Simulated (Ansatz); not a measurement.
**BOF (fluoro(oxo)borane): CCSD(T)/STO-3G**

What is the energy change on altering one bond length of BOF (fluoro(oxo)borane) at CCSD(T)/STO-3G? 

The results are computed with Ansatz 0.2.0.

53 further runs of the same task are left out: 4 that didn't finish, 49 set aside as unsound or not needed.

**1. The system as given**

BOF: 3 atoms, total charge 0, spin state singlet. SMILES: `O=BF`. The shape is that of a PBE0-D4/def2-TZVP optimisation.

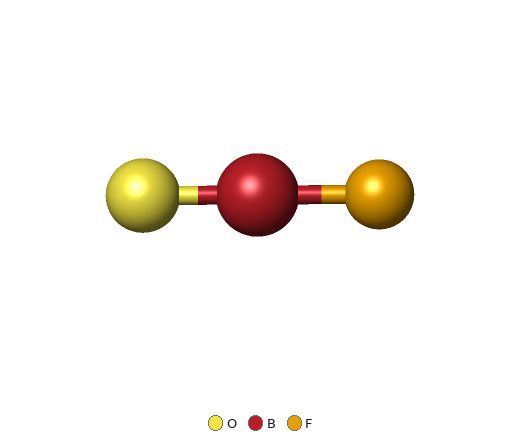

The structure, seen from a chosen angle (oxygen yellow, boron red, fluorine amber).

**2. A single-point energy at CCSD(T)/STO-3G**

in.yaml reads:

```yaml
crystal:
  periodic: [false, false, false]
  atoms:
    - symbol: O
      position_ang: [0.983100, -0.565100, 0.479900]
    - symbol: B
      position_ang: [0.020300, -0.011600, 0.009900]
    - symbol: F
      position_ang: [-1.003400, 0.576800, -0.489800]
basis:
  gaussian: {orbitals: STO-3G}
correlation: {method: ccsd_t, frozen_orbitals: {B: 1, F: 1, O: 1}}
accuracy: high
scf: {omitted_lower_state_checks: [cluster_reference, increment]}
```

The run is started by

```console
ansatz run in.yaml --threads 1 --pin off --max-ram 2610MiB --events-out events.jsonl --progress --plain --runs-dir runs
```

Output, cut to the lines that bear on the results:

```text
Warning: RAYON_NUM_THREADS=1 ignored (pool sized by the plan → 1); use --threads N
Functional definition: HF
  name "HF"
[...]
248 factors; integrals over basis functions are off by at most 3.4e-8 eV
[...]
mean field -5342.35269246 eV, -196.3278402711 hartree, gradient 1.6e-8 eV, S^2 0.000000; 0 other end points of the search recorded, 0 dependent functions left out
3 core orbitals not correlated: weight in the atoms' cores, before any rotation towards them, 1.000 or more for the frozen orbitals, at most 0.000 for the correlated occupied ones
reference -5342.35269246 eV, -196.3278402711 hartree; 8, 8 occupied and 4, 4 virtual orbitals, 248 factors
second order -3.78524455 eV of doubles, -0.00000000 eV of singles
cycle   1  -3.55504493 eV  change    2.3e-1 eV  update   1.2e-1
[...]
cycle  18  -3.90140394 eV  change   -1.5e-9 eV  update   1.1e-9
perturbative correction -0.32999107 eV, -0.0121269483 hartree
Total energy: -5346.58408747 eV, -196.4833411696 hartree
Checks for a lower state left out: cluster_reference, increment
```

Run time: 0.14 s. Hardware: 1 thread of Intel Xeon Platinum 8488C (Sapphire Rapids), shared host.

**3. The distorted shape, same level**

job.yaml reads:

```yaml
basis:
  gaussian: {orbitals: STO-3G}
crystal:
  periodic: [false, false, false]
  atoms:
    - {symbol: O, position_ang: [1.223799, -0.703474, 0.597399]}
    - {symbol: B, position_ang: [0.020300, -0.011600, 0.009900]}
    - {symbol: F, position_ang: [-1.003400, 0.576800, -0.489800]}
accuracy: high
correlation: {method: ccsd_t, frozen_orbitals: {B: 1, F: 1, O: 1}}
scf: {omitted_lower_state_checks: [cluster_reference, increment]}
```

The run is started by

```console
ansatz run job.yaml --threads 1 --pin off --max-ram 2610MiB --events-out events.jsonl --progress --plain --runs-dir runs
```

Output, cut to the lines that bear on the results:

```text
Warning: RAYON_NUM_THREADS=1 ignored (pool sized by the plan → 1); use --threads N
[... 2 set-up lines as earlier in the session ...]
[...]
245 factors; integrals over basis functions are off by at most 3.9e-8 eV
[...]
mean field -5339.17742470 eV, -196.2111513334 hartree, gradient 1.4e-8 eV, S^2 0.000000; 0 other end points of the search recorded, 0 dependent functions left out
3 core orbitals not correlated: weight in the atoms' cores, before any rotation towards them, 1.000 or more for the frozen orbitals, at most 0.000 for the correlated occupied ones
reference -5339.17742470 eV, -196.2111513334 hartree; 8, 8 occupied and 4, 4 virtual orbitals, 245 factors
second order -4.54788927 eV of doubles, -0.00000000 eV of singles
cycle   1  -3.73226831 eV  change    8.2e-1 eV  update   2.4e-1
[...]
cycle  22  -4.65932799 eV  change   6.7e-10 eV  update  3.6e-10
perturbative correction -0.70520260 eV, -0.0259157176 hartree
Total energy: -5344.54195530 eV, -196.4082941965 hartree
Checks for a lower state left out: cluster_reference, increment
```

Wall time 0.14 s (1 thread of Intel Xeon Platinum 8488C (Sapphire Rapids), shared host).

**4. What came out**

At CCSD(T)/STO-3G, 3 core orbitals frozen:

| quantity | value |
| --- | --- |
| first shape: total energy | -196.48334 Eh |
| first shape: correlation energy (3 core orbitals frozen) | -155.5 mEh |
| first shape: (T) correction | -12.13 mEh |
| first shape: T1 diagnostic | 0.020 |
| distorted shape: total energy | -196.40829 Eh |
| distorted shape: correlation energy (3 core orbitals frozen) | -197.1 mEh |
| distorted shape: (T) correction | -25.92 mEh |
| distorted shape: T1 diagnostic | 0.046 |
| energy change with the O1–B2 bond stretched from 1.206 to 1.507 Å | 2.042 eV |

In words: With the O1–B2 bond stretched from 1.206 to 1.507 Å the energy rises by 2.04 eV (197 kJ/mol). The first shape isn't relaxed at this level, so the change isn't measured from a minimum. The minimal basis adds a large error of its own. The T1 diagnostic (first shape) of 0.020 is above the customary mark for such species, so a single reference may not serve. The triples (first shape) make up 7.8 % of the correlation energy. The T1 diagnostic (distorted shape) of 0.046 is above the customary mark for such species, so a single reference may not serve. The triples (distorted shape) make up 13.1 % of the correlation energy.
